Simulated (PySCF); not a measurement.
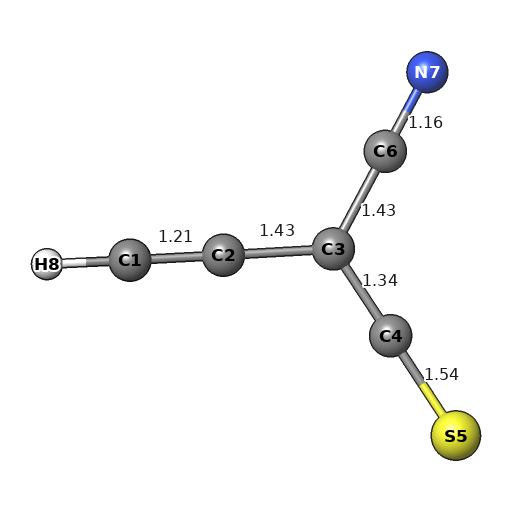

Bond lengths are marked in Å; every bond is drawn as one stick. The computed structure is the end point of a PBE0-D3(BJ)/def2-SVP optimisation. No frequency run is at hand to confirm it as a minimum.

Q: Which of the marked bonds are single, double, triple or aromatic?

A: C1–C2 triple; C2–C3 single; C3–C4 double; C3–C6 single; C4–S5 double; C6–N7 triple.

Q: Write the SMILES.

A: C#CC(=C=S)C#N
